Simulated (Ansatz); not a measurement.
# Screening in TiO2 (C2/c), part 2 of 2

Wanted: ε∞ of TiO2 (C2/c) from perturbation theory, a sum over states and the RPA step of G0W0, with cost.

Ansatz 0.2.0; linear response on LDA, plane waves, PAW. Known limits of the many-body steps: not at the basis limit.

So far. Step 2 (Response to a homogeneous field): One over ε∞ averages 0.15, under the quarter of exact exchange in PBE0, which by this rule of thumb may open the gap too far. Step 3 (Independent-particle spectrum): The sum gives ε∞ = 7.27, 7.24 and 6.89 without local fields.

**3. Independent-particle spectrum (continued)**

Level of this step: independent-particle optics on LDA, plane waves, PAW; PAW set soft_1 (Ansatz).

The loss function has structure finer than the step of the table below, so its rows give means over 1 eV, whole bins alone (the curve runs from 0 to 25 eV). Peaks (eV: height): xx 8.5: 0.410, 11.0: 0.828, 12.0: 0.813, 22.5: 0.814; yy 5.5: 0.243, 8.5: 0.413, 11.0: 0.824, 12.0: 0.818, 22.4: 0.814; zz 11.3: 2.47, 14.7: 0.819, 19.6: 0.805, 22.5: 0.960.

Independent particles, no local fields, Gaussian width 0.2 eV. Loss function against photon energy; means over each step:

| photon energy (eV) | xx | yy | zz |
| --- | --- | --- | --- |
| 1 | 0 | 0 | 0 |
| 2 | 0.00407 | 0.00392 | 4.5e-5 |
| 3 | 0.0306 | 0.0303 | 0.0290 |
| 4 | 0.0789 | 0.0794 | 0.0942 |
| 5 | 0.138 | 0.137 | 0.142 |
| 6 | 0.180 | 0.179 | 0.0857 |
| 7 | 0.150 | 0.149 | 0.0719 |
| 8 | 0.262 | 0.261 | 0.152 |
| 9 | 0.348 | 0.350 | 0.150 |
| 10 | 0.624 | 0.624 | 0.240 |
| 11 | 0.772 | 0.772 | 1.26 |
| 12 | 0.778 | 0.779 | 1.18 |
| 13 | 0.649 | 0.646 | 0.488 |
| 14 | 0.531 | 0.530 | 0.553 |
| 15 | 0.509 | 0.507 | 0.721 |
| 16 | 0.505 | 0.502 | 0.566 |
| 17 | 0.552 | 0.553 | 0.568 |
| 18 | 0.450 | 0.451 | 0.507 |
| 19 | 0.461 | 0.463 | 0.508 |
| 20 | 0.527 | 0.527 | 0.607 |
| 21 | 0.651 | 0.648 | 0.462 |
| 22 | 0.759 | 0.761 | 0.753 |
| 23 | 0.755 | 0.757 | 0.864 |
| 24 | 0.676 | 0.678 | 0.763 |

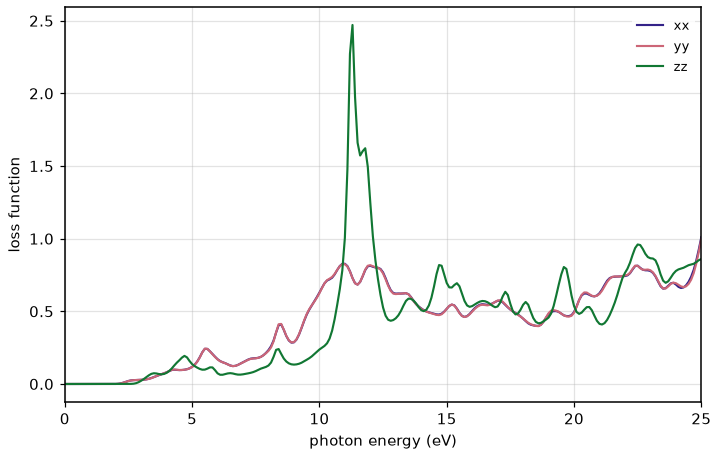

Loss function, plotted against photon energy.

**4. RPA screening from the G0W0 run**

G0W0 replaces the xc potential by the self-energy, built once from these orbitals. Only a window of levels is corrected, while the sums run over the empty bands that the input names. This step takes PAW set soft_1 files.

This step: G0W0 on LDA, plane waves, PAW; PAW set soft_1.

input.yaml reads:

```yaml
crystal:
  lattice:
    - [2.706034, -2.706655, 0.0]
    - [2.706034, 2.706655, 0.0]
    - [-2.633531, 0.0, 4.796637]
  atoms:
    - { symbol: Ti, position: [0.13411, 0.86589, 0.25] }
    - { symbol: Ti, position: [0.86589, 0.13411, 0.75] }
    - { symbol: O, position: [0.331221, 0.088755, 0.667149] }
    - { symbol: O, position: [0.668779, 0.911245, 0.332851] }
    - { symbol: O, position: [0.911245, 0.668779, 0.832851] }
    - { symbol: O, position: [0.088755, 0.331221, 0.167149] }
kpoints:
  mp_grid: { grid: [6, 6, 4] }
hamiltonian:
  xc: lda
  pseudopotentials: { kind: paw, azcp: { folder: soft_1 }, xc_functional: pbe }
scf:
  occupations: { method: fixed }
gw:
  n_empty_bands: 556
  ecut_chi: 230.0
  qp_bands: [v2, c2]
  qp_kpoints: band_edges
  screening: { model: contour_deformation }
```

Launch:

```
$ ansatz run input.yaml --threads 3 --pin off --max-ram 92160MiB --backend cuda --events-out ev --progress --plain --runs-dir out --devices 1 --max-vram 13GiB
```

Numbers of over 12 decimals in the logs are rounded to 6 here.

The program printed:

```text
GPUs: using 1 of 1 available (devices: 1).
[...]
GPU FFT provider: cuFFT
GPU libraries: cuBLAS 13.8.2, cuFFT 12.4.0, cuSOLVER 12.3.4
Crystal: 6 atoms, lattice volume = 70.264 Å³
Basis set: ecut = 420 eV, 1363 PW (Γ)
Bands: 30, of which v1, the nominal top of the filled ones, is band 24 counted from 1 (23 counted from 0)
Symmetry: 4 space group operations
[...]
k-points: 47 of 144
[...]
1    26      9.0623   -13.3724    -7.5244   -22.2247  0.7045    10.4372    10.3903  root
[...]
46    23      6.4438   -25.5831     4.2848   -20.9744  0.6969     6.1176     6.1199  root
    46    24      6.4438   -25.5831     4.2848   -20.9744  0.6969     6.1176     6.1199  root
    46    25      9.6538   -13.8657    -7.8011   -22.9924  0.6929    11.0324    10.9794  root
    46    26      9.6538   -13.8657    -7.8011   -22.9924  0.6929    11.0324    10.9794  root
[key lines of the parts left out:]
SCF converged after 9 iterations
Free energy (F): -7130.302438 eV
Fermi energy:    6.464625 eV
```

Run time: 6.3 min. Hardware: 1 × NVIDIA H100 80GB HBM3 (shared by 6 runs) with 3 threads of AMD EPYC 7R13 (Zen 3), shared host; peak memory 3.8 GiB; 12 min of CPU time.

This step gave:

```yaml
bands_summed: 580
rpa_eps_infinity_on_this_mesh_eigenvalues: 6.129, 6.830, 7.025
plane_waves_in_the_screening_matrix: 563
g0w0_gap_on_the_mesh: 3.574 eV
k_of_the_valence_top: -0.5, -0.5, 0
k_of_the_conduction_bottom: 0, 0, 0
starting_gap_on_the_mesh: 1.977 eV
least_direct_g0w0_gap_on_the_computed_points: 3.926 eV
```

The gap on the mesh goes from 1.98 eV to 3.57 eV, a correction of +1.60 eV. Between the two edge states, bare exchange in place of the xc potential would open the gap by 12.67 eV, and correlation takes back 11.08 eV.

Mean over the mesh in bins of 0.25 1/Å. Static inverse dielectric function, diagonal against length of q+G:

| length of q+G (Å⁻¹) | static inverse dielectric function, diagonal |
| --- | --- |
| 0.32 | 0.178 |
| 0.77 | 0.273 |
| 1.50 | 0.483 |
| 2.01 | 0.612 |
| 2.51 | 0.711 |
| 3.26 | 0.810 |
| 3.75 | 0.852 |
| 4.25 | 0.883 |
| 4.75 | 0.908 |
| 5.50 | 0.936 |
| 6.00 | 0.951 |
| 6.50 | 0.963 |
| 7.25 | 0.977 |
| 7.70 | 0.983 |

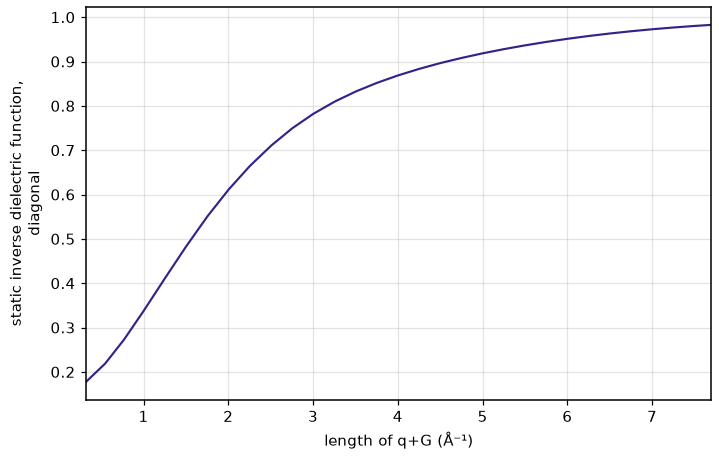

Static inverse dielectric function, diagonal against length of q+G.

**5. The values together**

Times are wall times on 1 × NVIDIA H100 80GB HBM3 (shared by 6 runs) with 3 threads of AMD EPYC 7R13 (Zen 3), shared host, good to a factor of about two.

| method | mesh | ε∞, low | middle | high | mean | time |
| --- | --- | --- | --- | --- | --- | --- |
| perturbation theory (local fields and xc kernel) | 6×6×4 (response on 144 points) | 6.30 | 7.00 | 7.20 | 6.83 | 49 s |
| sum over states (no local fields) | 6×6×6 | 6.89 | 7.24 | 7.27 | 7.13 | 2.3 min |
| RPA with local fields, on the GW mesh | 6×6×4 | 6.13 | 6.83 | 7.02 | 6.66 | 6.3 min |

**6. Results**

| Item | Value |
| --- | --- |
| perturbation theory (local fields and xc kernel) | 6.30, 7.00, 7.20 |
| sum over states (no local fields) | 6.89, 7.24, 7.27 |
| RPA with local fields, on the GW mesh | 6.13, 6.83, 7.02 |

What this shows: Mean Born effective charge: Ti1 6.29, O3 -3.15 e. Distinct peaks of the ε₂ (xx) stand at 3.7 and 6.7 eV; the one at 3.7 eV is strongest. Distinct peaks of the loss function (xx) stand at 8.5, 11.0, 12.0 and 22.5 eV; the one at 11 eV is strongest. The sum without local fields gives 7.13 in the mean against 6.83 by perturbation theory; local fields lower ε∞ and the xc kernel gives part of it back, though the sum also carries the error of its own mesh. The RPA values on the 6×6×4 mesh average 0.97 times those of perturbation theory (means 6.66 and 6.83). Without the xc kernel RPA should lie a little lower, and the mean does, by little. LDA usually puts the gap too low, which tends to raise ε∞. Ions are clamped, so the lattice part of the static constant is not in these numbers.

[Paths, hosts, dates, memory and timing lines, banners, echoed tables and standing remarks are left out of the program output.]

[Logs are printed without paths, hosts, clocks, repeated set-up lines and the standing remarks that a program may print on its own settings, such as how far it seeks lower states.]

[Runs of the session that timed out or met a known fault of the program may be left out.]

[Cells called generated may have been cut or substituted from an entry of the Crystallography Open Database or the Materials Project.]

[Hosts, paths, dates, database ids (printed as entryN), source tags and the programs' standing remarks are cut or masked in the printed files.]
